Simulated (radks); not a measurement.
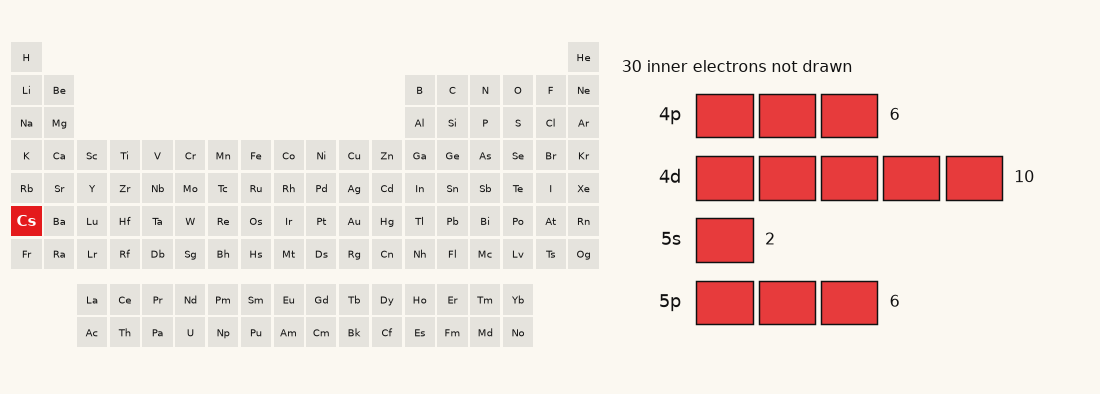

**Figure 1.** Left, the place of caesium in the periodic table; right, the outer shells as the input fills them: a box for each of the 2l + 1 orbitals, shaded by the share of the shell that is filled, with the electron count at the right.

Atomic calculation for Cs⁺

The caesium ion Cs⁺ in the configuration [Xe]. Computed at this level: Dirac Kohn-Sham, PBE, spin-unpolarised, spherical densities, finite nucleus (the in-house radial solver radks).

## What the run reported

```tsv
quantity	value
outcome	converged
total energy	−7789.8366 hartree
kinetic energy	8294.9127 hartree
electron–nucleus energy	−18931.5180 hartree
Hartree energy	3039.3390 hartree
exchange–correlation energy	−192.570294 hartree
radius at density 0.001 e/bohr³	4.04 bohr
SCF iterations	8
hardware	1 thread of Arm Neoverse N1, 77 GiB of memory available, shared host
```

## What is odd here

A numerical setting was moved from its usual value: convergence threshold tolx = 0.01. The program ran to the end, and its total energy equals that of the same run with the usual input (−7789.83660 hartree) within 10⁻⁵ hartree, so the oddity leaves no trace in it.

## The input
```
Z 55
configuration [Xe]
relativity Dirac
functional pbe,pbe
spin unpolarised
j_filling energy
nucleus finite rms 4.8041 fm
c 137.035999084
threshold 0.01
max_iterations 59
```

Energies in input and log are in hartree, lengths in bohr (the nuclear radius in fm).

Launched within a batch (the task file carries these settings):
```bash
python <driver script> task.json out
```

## The program's output
```
1s1/2   1   2.0000       -1314.66063464
2s1/2   1   2.0000        -206.30640967
2p1/2   1   2.0000        -194.10301593
2p3/2   1   4.0000        -181.15750744
3s1/2   1   2.0000         -43.04334923
3p1/2   1   2.0000         -37.94471058
3p3/2   1   4.0000         -35.46385873
3d3/2   1   4.0000         -26.50419313
3d5/2   1   6.0000         -25.97752457
4s1/2   1   2.0000          -8.27824542
4p1/2   1   2.0000          -6.44845640
4p3/2   1   4.0000          -5.94246718
4d3/2   1   4.0000          -2.96742559
4d5/2   1   6.0000          -2.88346016
5s1/2   1   2.0000          -1.17212462
5p1/2   1   2.0000          -0.72766628
5p3/2   1   4.0000          -0.66712112
Etot -7789.836599341386
Ekin 8294.912654718259
Encl -18931.517990923283
Eh 3039.339030722409
Exc -192.57029385877135
err 0.0003662517362961278
it 8
```

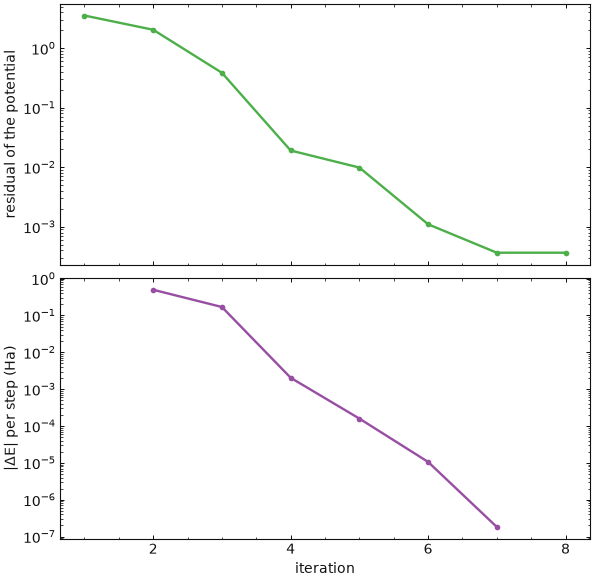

**Figure 2.** Convergence: residual of the potential and change of the energy from step to step (the smallest changes aren't drawn) against the iteration. The residual falls almost steadily, with no more than small rises or pauses. It goes from 3.5 to 0.00037 in 8 steps.
